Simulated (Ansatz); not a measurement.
## How far to go with the plane-wave cutoff: MgNiF₆ (R3, 8 atoms in the cell)

```yaml
crystal:
  lattice:
    - [2.41348, 1.39342, 4.37887]
    - [-2.41348, 1.39342, 4.37887]
    - [0.00000, -2.78685, 4.37887]
  atoms:
    - { symbol: Mg, position: [0.50381, 0.50381, 0.50381] }
    - { symbol: Ni, position: [0.00000, 0.00000, 0.00000] }
    - { symbol: F, position: [0.37297, 0.76937, 0.09415] }
    - { symbol: F, position: [0.62703, 0.23063, 0.90585] }
    - { symbol: F, position: [0.09415, 0.37297, 0.76937] }
    - { symbol: F, position: [0.90585, 0.62703, 0.23063] }
    - { symbol: F, position: [0.76937, 0.09415, 0.37297] }
    - { symbol: F, position: [0.23063, 0.90585, 0.62703] }
```

Level of theory: PBEsol, default PAW files made with PBE (plane waves; Ansatz, an electronic-structure program).

Base settings: basis.ecutwfc = 30.9 Ry; kpoints.mp_grid.grid = 5 5 5; hamiltonian.xc = pbesol; hamiltonian.pseudopotentials = {kind: paw} (the program's default PAW files); scf.occupations.method = gaussian; scf.occupations.width = 0.0073 Ry.

The second cell is the first with its lattice scaled by 0.98.

The mesh stays at the base's, so the ladder's end is converged at best in this setting alone.

The first pressure column holds Ansatz's estimate of the finite-basis (Pulay) stress, which hides part of the cutoff error; the other is without it.

Only quantities that move along the ladder and can be compared are tabulated.

The count of work is k-points × plane waves × bands × iterations; it is no time. 

The starting cell comes from a database of computed structures (which also holds hypothetical and non-ambient phases and stackings), without a prior relaxation at this level. Its lattice was rescaled by up to half a per cent. One atom was moved a little off its site on purpose.

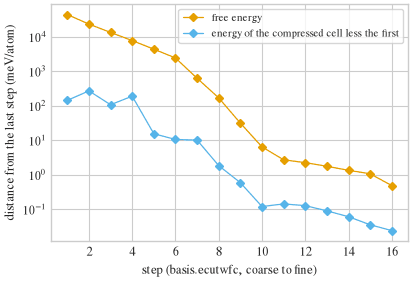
Distance from the last step along the ladder; very small values are drawn at a floor.

```csv
basis.ecutwfc,free energy less the last step's (meV/atom),energy of the compressed cell less the first (meV/atom),pressure (GPa),pressure without the Pulay estimate (GPa),largest difference of a force vector from the last step's (eV/Å),count of work / last
10.7 Ry,44616.46,157.23,-7.24,-1633.38,1.420,0.064
12.5 Ry,23542.00,285.91,20.91,-995.05,3.313,0.093
14 Ry,13506.59,121.03,34.87,-661.37,4.881,0.093
15.4 Ry,7845.46,204.64,17.03,-432.89,3.775,0.10
16.9 Ry,4427.88,28.42,5.47,-276.38,1.844,0.12
18.4 Ry,2454.35,2.16,0.22,-173.56,0.427,0.12
21.7 Ry,634.61,2.60,-1.96,-58.91,0.200,0.17
24.6 Ry,171.08,10.96,-0.94,-20.47,0.089,0.19
27.9 Ry,31.75,12.22,-0.72,-5.32,0.012,0.20
30.9 Ry,6.50,12.94,-0.64,-1.55,0.002,0.26
33.8 Ry,2.74,12.96,-0.64,-0.75,0.003,0.30
37.1 Ry,2.27,12.94,-0.64,-0.67,0.003,0.35
41.5 Ry,1.78,12.90,-0.65,-0.69,0.002,0.41
46.3 Ry,1.36,12.88,-0.66,-0.68,0.001,0.49
54 Ry,1.08,12.85,-0.66,-0.69,0.000,0.62
61.7 Ry,0.49,12.84,-0.66,-0.71,0.000,0.75
74.2 Ry,0.00,12.81,-0.67,-0.67,0.000,1.0
```

Coarsest basis.ecutwfc that holds the energy of the compressed cell less the first within 0.5 meV/atom of the last step, with all finer ones: 30.9 Ry, at 0.26 of the last step's count of work; the step before is off by 0.60 meV/atom.

Coarsest basis.ecutwfc that holds the pressure without the Pulay estimate within 1 GPa of the last step, with all finer ones: 30.9 Ry, at 0.26 of the last step's count of work; the step before is off by 4.6 GPa.

Coarsest basis.ecutwfc that holds the forces within 0.01 eV/Å of the last step, with all finer ones: 30.9 Ry, at 0.26 of the last step's count of work; the step before is off by 0.012 eV/Å.

The energy difference between the two cells stays within 1 meV/atom of the last step's from 27.9 Ry on, the total only from 61.7 Ry on: much of the error is common to both cells and cancels.

Two neighbours can agree and both be off: 18.4 Ry and 21.7 Ry differ by 0.44 meV/atom in the energy of the compressed cell less the first, yet lie about 10 meV/atom from the last step.

At the lowest cutoff the pressure without the Pulay estimate lies 1630 GPa under the last step's, the usual sign of Pulay stress in an incomplete plane-wave basis.

Keys are those of Ansatz 0.2.
